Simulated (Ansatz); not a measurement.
The figure comes from a scan of Co₂C (space group Pnnm): the cell is scaled evenly about its relaxed volume V₀. These are PBEsol (plane waves to 420 eV, PAW, scalar-relativistic; Ansatz, a first-principles code) values and carry that method's errors. k mesh 11×11×16 (Γ-centred), Fermi-Dirac smearing 0.05 eV. Compression counts positive. Co2C is run without spin polarisation. Co2C was relaxed with its symmetry unable to fall. 

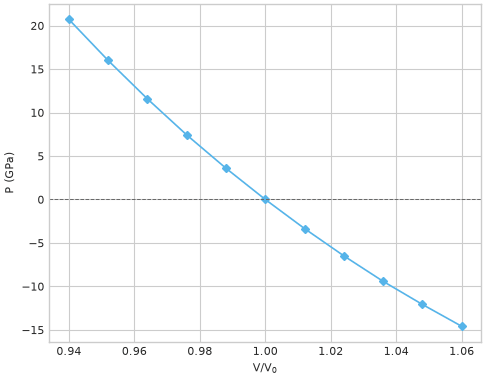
P (GPa) against V/V₀; markers are the computed points, lines only join them.

### Question
Turn the plot into a table (rounded to what can be read).

### Answer
To the nearest 0.5:

```csv
V/V₀,P (GPa)
0.940,20.5
0.952,16.0
0.964,11.5
0.976,7.5
0.988,3.5
1.000,0.0
1.012,-3.5
1.024,-6.5
1.036,-9.5
1.048,-12.0
1.060,-14.5
```

(A scan under strain: stresses follow from slopes of the energy per volume, elastic moduli from its curvatures.)
